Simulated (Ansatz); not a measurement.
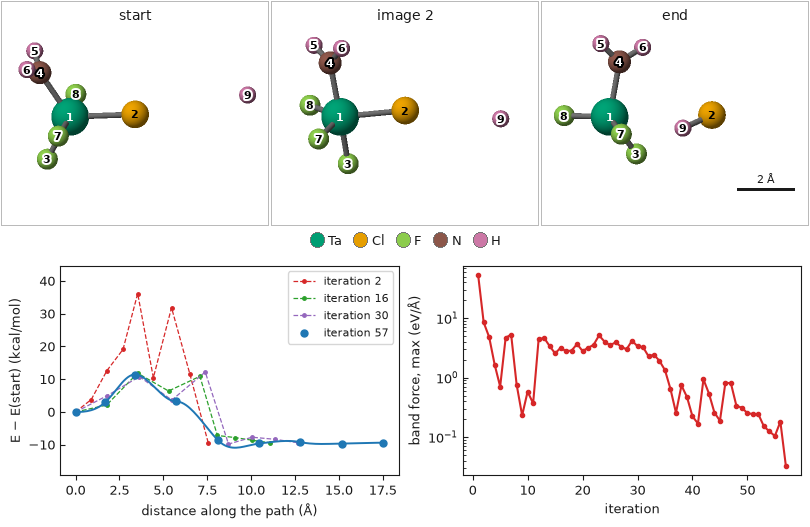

A search for the minimum-energy path of TaNH₃ClF₃ (multiplicity 2), made up at the start of TaNH₂ClF₃ and H by the nudged elastic band. Images are numbered from 0 (start) to 8 (end). The plot follows the band through its iterations. A ball-and-stick model, seen at a tilt.

All numbers below come from UHF/def2-SVP in Ansatz. Set-up: 7 movable images; climbing image; force threshold 0.05 eV/Å; iteration limit 60; starting path through a guess of the saddle point.

Question: Did the band converge, and can the barrier be trusted?

Answer: The run is converged, with reservations. The band converged in 57 iterations. The largest component of the band force went from 53 to 0.033 eV/Å. The climbing image converged on the top of the path. Its vibrational analysis gives one imaginary mode (93i cm⁻¹), as a transition state must have. The first iteration put the highest image at 476.4 kcal/mol. Forward barrier 11.4 kcal/mol, backward barrier 20.8 kcal/mol, with image 2 at the top; the reaction energy is −9.4 kcal/mol. Image 7 lies below both ends, at −9.6 kcal/mol, which points to an intermediate minimum that so few images don't resolve.

Limits of the set-up: the start holds two separate molecules, 4.1 Å apart at their closest, whose relative position is a soft coordinate and is computed without a dispersion correction; Hartree-Fock leaves out electron correlation.

Cost: 13 min on 4 threads of Arm Neoverse V2, with other jobs on the host, peak memory 0.45 GiB.
